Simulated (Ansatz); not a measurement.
## Electronic structure of C7H9N in real space

Input

```
crystal:
  periodic: [false, false, false]
  atoms:
    - {symbol: C, position_ang: [-1.269800, -1.460926, -0.697652]}
    - {symbol: C, position_ang: [-0.604122, -0.326233, -0.452791]}
    - {symbol: C, position_ang: [0.181499, -0.049309, 0.779862]}
    - {symbol: C, position_ang: [-0.014492, 1.290155, 1.543082]}
    - {symbol: C, position_ang: [1.502113, 1.329803, 1.822158]}
    - {symbol: C, position_ang: [1.691392, 0.358814, 0.623813]}
    - {symbol: C, position_ang: [2.696414, -0.684152, 0.698375]}
    - {symbol: N, position_ang: [3.482844, -1.537079, 0.795038]}
    - {symbol: H, position_ang: [-1.828981, -1.607918, -1.626082]}
    - {symbol: H, position_ang: [-1.274304, -2.284238, 0.025414]}
    - {symbol: H, position_ang: [-0.616989, 0.479683, -1.201682]}
    - {symbol: H, position_ang: [0.116116, -0.898368, 1.480978]}
    - {symbol: H, position_ang: [-0.317888, 2.090586, 0.848192]}
    - {symbol: H, position_ang: [-0.704295, 1.284793, 2.399949]}
    - {symbol: H, position_ang: [1.758946, 0.832009, 2.769378]}
    - {symbol: H, position_ang: [2.026757, 2.294945, 1.768828]}
    - {symbol: H, position_ang: [1.824669, 0.925201, -0.314692]}
basis:
  gaussian:
    orbitals: def2-SVPD
hamiltonian:
  xc: pbe0
output: {forces: true, orbitals: {seedname: orbitals}}
```

Command:

```sh
ansatz run input.yaml --threads 2 --pin off --max-ram 5220MiB --events-out events.jsonl --progress --plain --runs-dir runs
```

Geometry: r2SCAN-D4/def2-SVP.

Method: isolated molecule in a Gaussian basis; Kohn-Sham density functional theory, functional PBE0 (Ansatz).

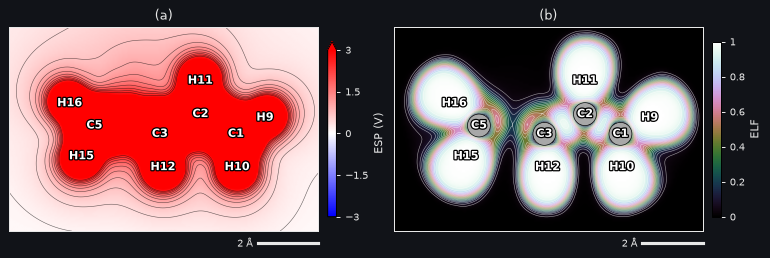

Figure 1. (a) molecular electrostatic potential; (b) ELF on the plane of atoms C2, C1 and H10. Grey discs cover the atomic cores in the ELF map.

Read the bonding off the picture.

Answer. The section cuts through C and H sites. C–C (1.34 Å): the ELF peaks at about 0.90 between the atoms: a short, multiple covalent bond. C–H (1.09 Å): the ELF climbs to about 1 towards the hydrogen, as it does in any bond to H (a covalent bond by its length). The potential has no marked negative region in this plane.

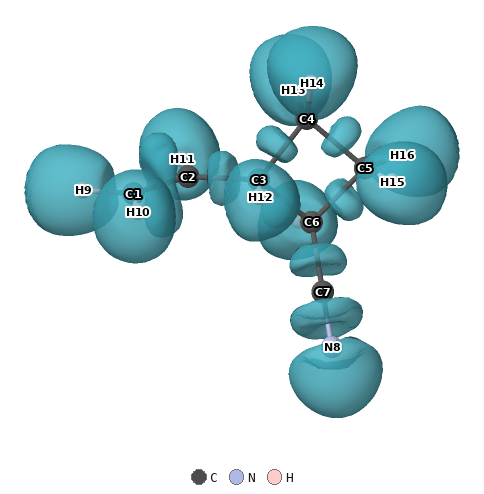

Figure 2. Isosurface of the ELF at 0.8 (cyan), seen at a tilt. Only the valence region is drawn (cores and ρ < 0.01 e/Å³ removed).

What do the ELF domains correspond to?

Answer. The surface consists of seven regions between bonded C–C atoms (shared pairs), one region between bonded C–N atoms (shared pairs), nine regions around hydrogen nuclei and one lobe on N, pointing away from the bonds (lone pairs). Along the contacts the grid gives the following. C–N (1.16 Å): the ELF peaks at about 0.85 between the atoms (a multiple bond).

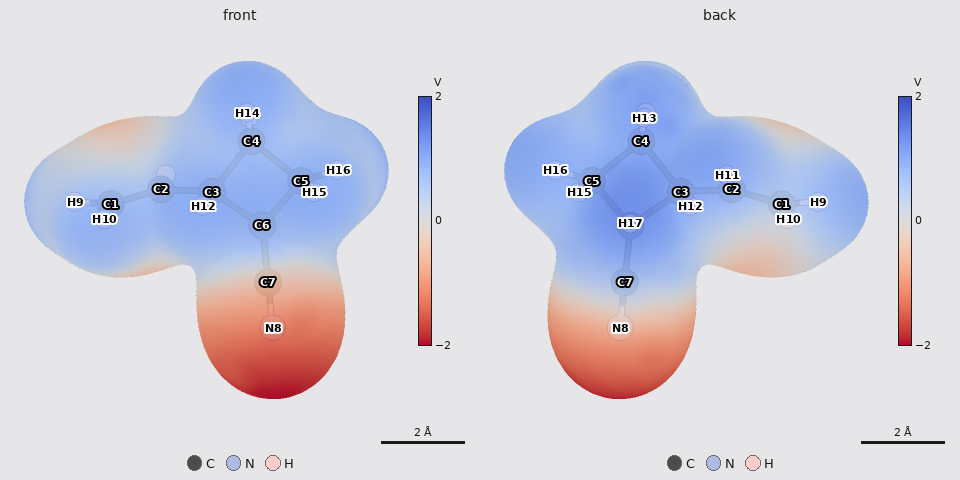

Figure 3. The electrostatic potential painted on the density surface at 0.002 e/bohr³, seen from the front and from behind; the colour scale runs from red (negative) to blue (positive).

Which sites attract a positive test charge, and which a negative one?

Answer. A positive charge is drawn to the negative regions and a negative charge to the positive ones. The most negative region (about −1.9 V) lies over N8, the most positive (about +1.3 V) over H17. N8 is the likeliest acceptor of a hydrogen bond.

How polar is the molecule by this calculation?

Answer. Its dipole moment is 4.31 D.
